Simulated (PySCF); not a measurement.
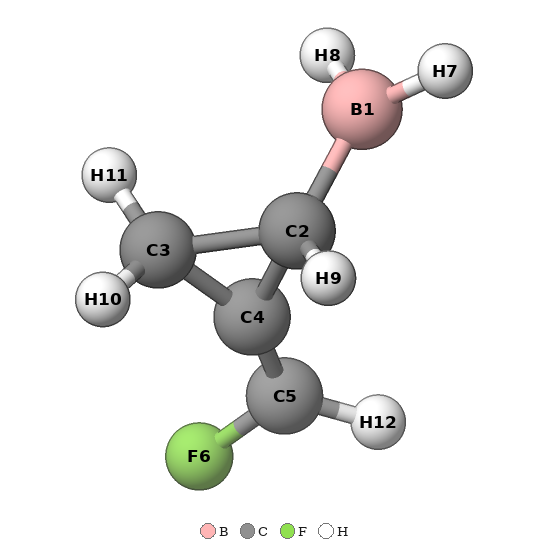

The computed structure is the end point of a GFN2-xTB optimisation. No frequency run is at hand to confirm it as a minimum. Level of theory: B3LYP/pcJ-1 indirect spin-spin coupling, non-relativistic, gas phase (PySCF 2.14.0). Isotopes: 11B, 13C, 19F, 1H.

Give the spin–spin coupling constants of these pairs, with the number of bonds between them: B1/H7, B1/C2, B1/H8, C5/F6, B1/C4, B1/H9, C4/F6, F6/H12, B1/H10, B1/C5, B1/H11, C2/F6, C3/F6.

| pair | bonds apart | J (Hz) |
| --- | --- | --- |
| B1, H7 | 1 | 131.2 |
| B1, C2 | 1 | 62.6 |
| B1, H8 | 1 | 133.5 |
| C5, F6 | 1 | −327.6 |
| B1, C4 | 2 | −2.2 |
| B1, H9 | 2 | −2.1 |
| C4, F6 | 2 | 18.0 |
| F6, H12 | 2 | 92.2 |
| B1, H10 | 3 | 3.0 |
| B1, C5 | 3 | 1.9 |
| B1, H11 | 3 | 4.8 |
| C2, F6 | 3 | 1.0 |
| C3, F6 | 3 | 3.3 |

Density functionals are unreliable for couplings to fluorine, so those rows may be far off.

The geometry is semi-empirical. Around B such bond lengths and angles can be off by a tenth of an ångström or more and by several degrees, and values that hang on the shape move with them.
